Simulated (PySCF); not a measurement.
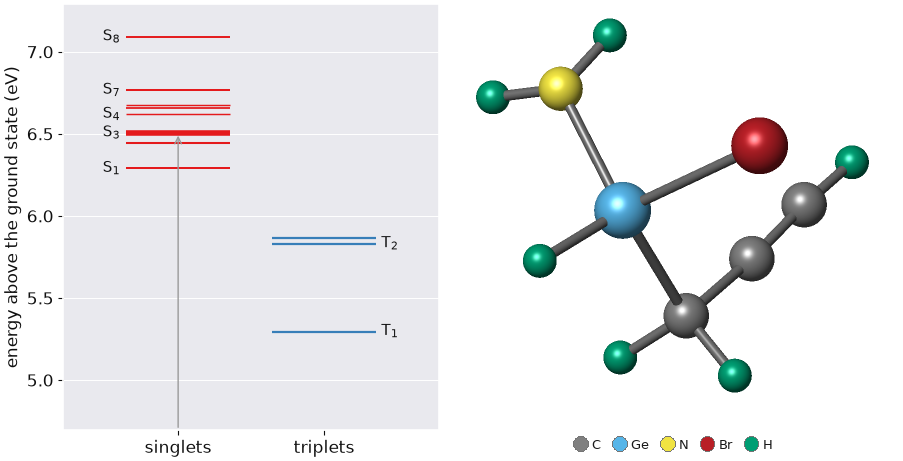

State diagram of C₃H₆BrGeN, SMILES C#C[CH2][Ge@H]([NH2])[Br], singlet. Vertical TDDFT excitations, CAM-B3LYP/def2-SVPD, PySCF 2.14.0, at a GFN2-xTB geometry (no frequency check), gas phase. Triplets in the Tamm-Dancoff approximation; only the lowest 8 singlets and 3 triplets were computed. Thicker singlet lines are brighter; the arrow marks the brightest. S0, at zero, lies below the range drawn.

Q: How many of the triplet levels drawn lie below S1?

A: 3 of 3 (T1 5.30 eV, T2 5.83 eV, T3 5.86 eV; S1 6.29 eV).

Q: What character does the calculation give T1?

A: Mixed, the largest part being HOMO → LUMO+2 (16 %).

Q: What are the energy, strength and character of the state that the arrow marks?

A: S3 at 6.51 eV (191 nm), f = 0.104, mixed, the largest part being HOMO → LUMO+1 (46 %) (S2 lies within 0.06 eV, too close to order).

Note: the tight-binding geometry is rougher than a DFT one and adds to the error; spin-orbit coupling is left out, and with Br it can shift these levels and split any degenerate set; one conformer of a flexible molecule; core orbitals are frozen in the response.
